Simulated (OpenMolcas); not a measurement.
SnHClOF2 (SMILES [OH][Sn]([F])([F])[Cl]): the vertical energy of the triplet above the singlet, rung by rung

SnHClOF2: 6 atoms, total charge 0, spin state singlet. SMILES: `[OH][Sn]([F])([F])[Cl]`. The shape is that of a PBE0-D4/def2-TZVP optimisation. This is one conformer, not always the lowest.

```xyz
6

O    -0.4640    0.2839    1.4763
Sn    0.2524   -0.1757   -0.2475
F     1.9825   -0.8565    0.0567
F    -0.7433   -1.5871   -1.0197
Cl    0.3294    1.5406   -1.7444
H    -1.3150    0.7306    1.4325
```

Quantity: the vertical energy of the triplet above the singlet, in eV. The values are calculated.

```json
{"level": "HF/def2-SVP (core potential)", "kind": "Hartree–Fock", "program": "OpenMolcas", "value (eV)": "5.27", "CPU time (all runs)": "24 s"}
{"level": "SVWN5/def2-SVP (core potential)", "kind": "LDA", "program": "OpenMolcas", "value (eV)": "4.68", "CPU time (all runs)": "76 s"}
{"level": "BLYP/def2-SVP (core potential)", "kind": "GGA", "program": "OpenMolcas", "value (eV)": "4.65", "CPU time (all runs)": "5.4 min"}
{"level": "M06-L/def2-SVP (core potential)", "kind": "meta-GGA", "program": "OpenMolcas", "value (eV)": "5.27", "CPU time (all runs)": "3.1 min"}
{"level": "B3LYP/def2-SVP (core potential)", "kind": "global hybrid", "program": "OpenMolcas", "value (eV)": "5.15", "CPU time (all runs)": "88 s"}
{"level": "BHLYP/def2-SVP (core potential)", "kind": "global hybrid", "program": "OpenMolcas", "value (eV)": "5.51", "CPU time (all runs)": "80 s"}
{"level": "M06-2X/def2-SVP (core potential)", "kind": "hybrid meta-GGA", "program": "OpenMolcas", "value (eV)": "6.03", "CPU time (all runs)": "2 min"}
{"level": "PBE0/def2-SVP (core potential)", "kind": "global hybrid", "program": "OpenMolcas", "value (eV)": "5.32", "CPU time (all runs)": "98 s"}
```

Spin-orbit coupling, which can split open shells on such heavy atoms by tenths of an eV, is left out. The values span 4.65 to 6.03 eV. A triplet this far above the singlet is often a Rydberg-like or dissociative state; sets without diffuse functions put Rydberg states too high. M06-2X/def2-SVP (core potential) lies far from functionals of the same kind, perhaps in another electronic state. CPU times are rough (shared hosts, several kinds of processor): they show what a rung costs within a factor of a few.

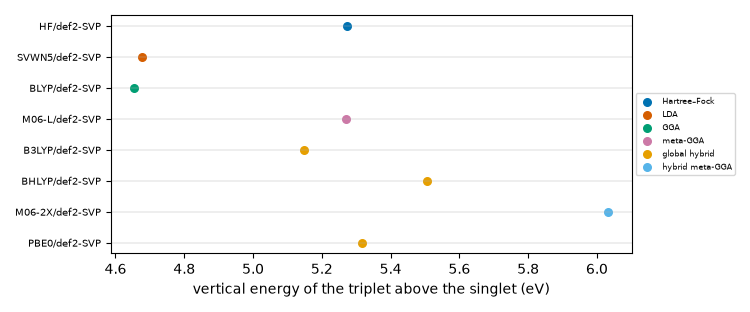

The values of the table, level by level.
